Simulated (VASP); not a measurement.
Band structure of Ta (bcc). Level of theory: vdW-DF-cx, VASP's PBE PAW potentials (set 64) (plane waves; VASP 6.6.1).

Unless said otherwise, spin-orbit coupling is left out, though it shifts the bands of the heavy elements here.

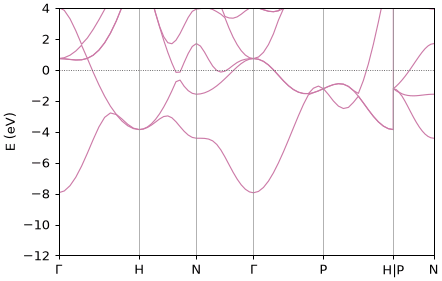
Bands along high-symmetry lines, zero at the valence-band maximum or, without a gap, the Fermi level

Problem. Read the plot: is there a gap, and where are the band edges?

Solution. It has no gap at this level: it comes out as a metal or semimetal. (Edges off the drawn lines would not show.)

The compound is Ta in the bcc structure. It was relaxed first.
